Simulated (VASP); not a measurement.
Band structure of GaP (zinc blende). Level of theory: vdW-DF-cx, VASP's PBE PAW potentials (set 64) (plane waves; VASP 6.6.1).

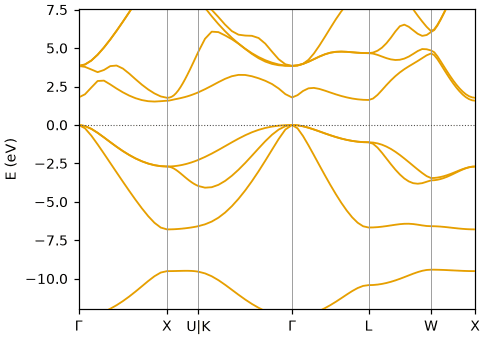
Figure: Bands along high-symmetry lines, zero at the valence-band maximum or, without a gap, the Fermi level

Task: Read the plot: is there a gap, and where are the band edges?

Result: The gap is indirect, 1.53 eV, from the valence maximum at Γ to the conduction minimum at Γ-X at 0.86. (Edges off the drawn lines would not show.)

Measured: gap 2.43 eV (computed value off by -0.90 eV), as given by Wei Chen et al., Physical Review Materials (2018), doi:10.1103/physrevmaterials.2.073803 [zero-point renormalisation of 0.08 eV added back (the table's ZPR column)].

The compound is GaP in the zinc blende structure. The cell was not relaxed at this level.
